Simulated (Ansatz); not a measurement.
## Fields on a plane of Fe2O3 (corundum)

```xyz
10
Lattice="2.3489 1.3561 4.3966 -2.3489 1.3561 4.3966 0.0000 -2.7123 4.3966" Properties=species:S:1:pos:R:3 pbc="T T T"
Fe     0.0000     0.0000     4.5551
Fe     0.0000     0.0000     2.0398
Fe     0.0000     0.0000     8.6348
Fe     0.0000     0.0000    11.1501
O     -0.8741     1.3561     7.6941
O     -0.7374    -1.4351     7.6941
O      1.6115     0.0789     7.6941
O      0.8741    -1.3561     5.4958
O      0.7374     1.4351     5.4958
O     -1.6115    -0.0789     5.4958
```

The slice is a (1 -1 0 2) plane (indices of the conventional cell) through the point (0.436, 0.064, 0.750) (fractional), spanned by u = [1 0 -1] and v = [010] in vectors of this cell: u (4.70 Å) and v (5.17 Å, at 90° to u). It covers one period; positions are fractions (u, v).

Atoms on it: O at (0.81, 0.50); O at (0.00, 0.00). Other atoms lie within 1 Å of the plane.

Calculation: PBEsol (plane waves to 420 eV, PAW, scalar-relativistic; Ansatz, a program for electronic structure). k mesh 12×12×12. Inside the PAW spheres the values are not all-electron values, and peaks at nuclei hang on which shells count as valence. At this level the bands of Fe2O3 touch or barely overlap; measurements give the solid a gap. Fe2O3 is run spin-polarised and with no Hubbard U; the real compound is an antiferromagnetic insulator, a state that this run doesn't describe. Fe2O3 was relaxed with its symmetry unable to fall. Relaxed Fe2O3 ends ferromagnetic. The relaxed volume of Fe2O3 is well below the measured one. Other magnetic orders were not checked, so this need not be the ground state.

```
|10000000000000000000000000001|
|10000000000000000000000000001|
|00000000000000000000000000000|
|00000000000000000000000000000|
|00000000000000000000000000000|
|00000000000000000000000000000|
|00001110000000000000000000000|
|01124442100000000000000000000|
|02468874200000000000000000000|
|12589974210000000000000000000|
|02468643210000000000000000000|
|00258731100000000000000000000|
|00148841000000000000000000000|
|00136631000000000000001100000|
|00012320000000000000001100000|
|00001100000000000000000000000|
|00000000000000000000000011000|
|00000000000000000000000111000|
|00000000000000000000000000000|
|00000000000000000000000000000|
|00000000000000000000000000000|
|00000000000000000000000000000|
|00000000000000000111100000000|
|00000000000000001344321000000|
|00000000000000013578753100000|
|00000000000000013579974100000|
|00000000000000012357853100000|
|00000000000000001258731000000|
|00000000000000001269730000000|
|11000000000000000257520000000|
|11000000000000000123210000000|
|00000000000000000011100000000|
```
Scale: ten equal steps from 0.00 (start of '0') to 0.65 (end of '9'), in the order '0123456789'. Values: spin density, up minus down in e/Å³. The map has 29 points along u (one character each, u = 0 at the left) and 32 along v (v = 0 in the bottom row). 

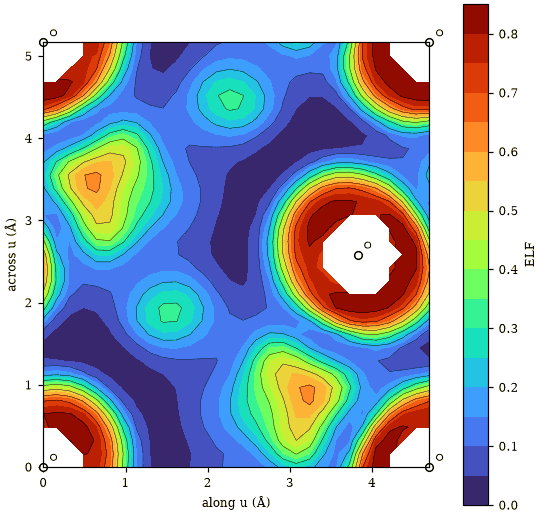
Figure. ELF of the up spins, one period of the plane, atoms marked. Points within 0.4 Å of a nucleus are left white, as the pseudised field means little there.
